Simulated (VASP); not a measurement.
Band structure of HfTe (relaxed from the zinc blende structure, space group F-43m). Computed with PBEsol GGA, VASP's PBE PAW potentials (set 64) (plane waves; VASP 6.6.1).

Unless said otherwise, spin-orbit coupling is left out, though it shifts the bands of the heavy elements here.

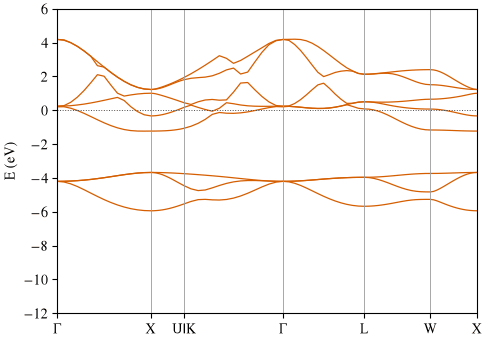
Fig. 1. Bands along high-symmetry lines, zero at the valence-band maximum or, without a gap, the Fermi level

### Question
Read the plot: is there a gap, and where are the band edges?

### Answer
It has no gap at this level: it comes out as a metal or semimetal. (Edges off the drawn lines would not show.)

The structure was generated: HfTe was put into the zinc blende type (F-43m), which need not be its known phase. It was relaxed first, which changed the volume by -32 %.
